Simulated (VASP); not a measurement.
Band structure of Gd (hcp). Computed with MS2 meta-GGA, VASP's PBE PAW potentials (set 64) (plane waves; VASP).

The 4f electrons are frozen in the core of the lanthanide potential, so 4f levels, which can set the real gap, and their magnetism are missing.

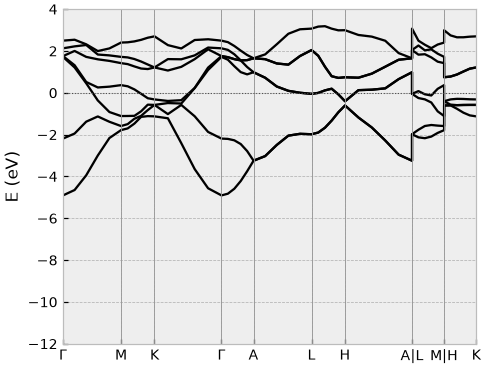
Figure: Bands along high-symmetry lines, zero at the valence-band maximum or, without a gap, the Fermi level

Q: Read the plot: is there a gap, and where are the band edges?

A: It has no gap at this level: it comes out as a metal or semimetal.

The compound is Gd in the hcp structure. It was relaxed first, which changed the volume by -5 %.
